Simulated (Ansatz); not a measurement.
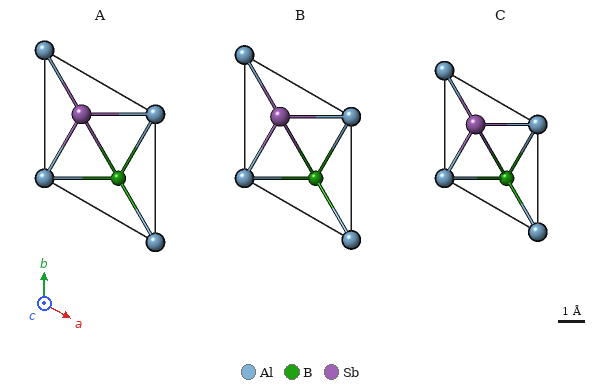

3 geometries from one relaxation of solid AlB$_{2}$Sb$_{3}$ (a generated structure, set up in P-6m2) (coarse preliminary run), in shuffled order. A ball-and-stick model of the cell of the calculation, seen along the c axis.

Computed with DFT PBE, scalar-relativistic, plane waves, PAW in Ansatz 0.2.0. Settings: plane-wave cutoff 420 eV; k-point mesh 6 × 6 × 2; occupations gaussian; smearing width 0.1 eV; no spin polarisation; cell and atoms relaxed; force threshold 0.04 eV/Å; at most 70 steps.

Question: Order the frames from highest to lowest energy.

Answer: C, B, A. They are steps 0, 4, 16, at +1159 meV per atom, +354 meV per atom relative to the last. The largest moves relative to the cell, 0.71 Å, are those of B atoms. Sb and Al stay in place. The volume changes by +11.8 %, with a = b 4.155 → 4.942 Å (+18.9 %), c 7.765 → 6.138 Å (−21.0 %). Among the contacts that change: B–B 3.853 → 1.621 Å, Al–Sb 3.883 → 3.069 Å, Sb–Sb 3.883 → 3.069 Å, B–Sb 3.095 → 3.639 Å. New bonds form, among them: Al–Sb (3.88 → 3.07 Å), B–B (3.85 → 1.62 Å), Sb–Sb (3.88 → 3.07 Å). The space group stays P-6m2 (No. 187). The energy falls by 1159 meV per atom in 14 accepted moves (16 points after the start). The largest force component goes from 0.079 to 0.017 eV/Å. The pressure goes from 26.39 to 0.05 GPa. The SCF was repeated twice at an unchanged geometry on a basis and grid sized afresh for the cell, which shifted the energy by 15.0 meV per atom at most.

Limits of the set-up: the k-point mesh is coarse for a cell with partly filled bands.
